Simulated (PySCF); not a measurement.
BHS (SMILES B=S)

```xyz
3

B    -0.1914    0.0097   -0.0372
S     1.3934   -0.1861   -0.0928
H    -1.3567    0.1537    0.0037
```

Geometry: PBE0-D3(BJ)/def2-TZVP.

These are results of PBE0/pcSseg-2, SCF density, gas phase, non-relativistic (PySCF), not measurements.

What can the converged electron density and electron localisation function tell about the bonding?

Answer. B–S (1.60 Å): ρ is about 1.6 e/Å³ halfway; the ELF peaks at about 0.85 between the atoms, as expected for a covalent bond.
B–H (1.17 Å): the density is about 1.3 e/Å³ at the midpoint; the ELF climbs to about 1 towards the hydrogen, as it does in any bond to H (an ordinary covalent bond to hydrogen).

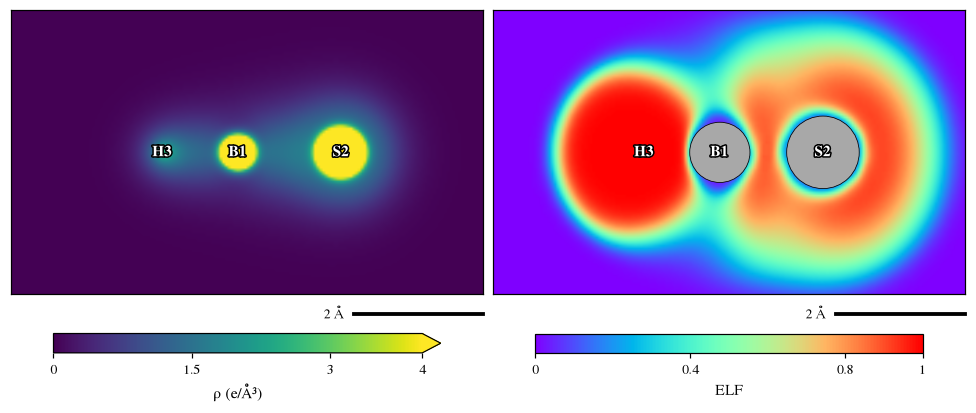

Computed electron density and electron localisation function on a plane that holds the molecular axis, in this order. Grey discs cover the atomic cores in the ELF map. 
